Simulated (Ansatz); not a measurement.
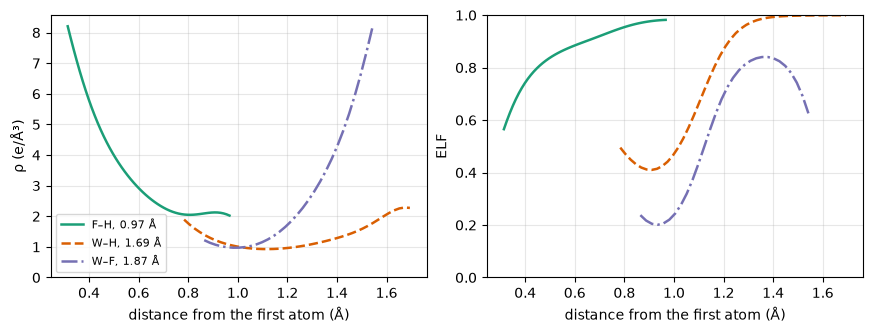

F3H4W (doublet). Electron density and electron localisation function along straight lines between neighbouring atoms. The curves leave out the atomic cores.

Core potentials replace the inner electrons of W.

Method: UKS PBE-D4/def2-SVP in Ansatz 0.2.0.

```yaml
atoms:
  - { symbol: W, position_ang: [0.0836, 0.6080, 0.3387] }
  - { symbol: F, position_ang: [0.4449, 1.4233, 1.9815] }
  - { symbol: H, position_ang: [1.3705, -0.2693, -0.3272] }
  - { symbol: F, position_ang: [0.1320, 1.9074, -1.0080] }
  - { symbol: H, position_ang: [-1.5417, 0.2193, 0.0579] }
  - { symbol: H, position_ang: [-0.2119, -1.6265, 1.1551] }
  - { symbol: H, position_ang: [-0.2600, -1.0060, -0.2367] }
  - { symbol: F, position_ang: [-0.0174, -1.1262, 1.9588] }
```

Compare the contacts.

F–H (0.97 Å): ρ is about 4.2 e/Å³ halfway; the ELF climbs to about 1 towards the hydrogen, as it does in any bond to H (a covalent bond by its length).
W–H (1.69 Å): ρ is about 1.5 e/Å³ halfway; the ELF climbs to about 1 towards the hydrogen.
W–F (1.87 Å): ρ is about 1 e/Å³ halfway; the ELF peaks at about 0.85 in the valence shell of F, 0.5 Å from its nucleus, and drops to about 0.20 between the two atoms.
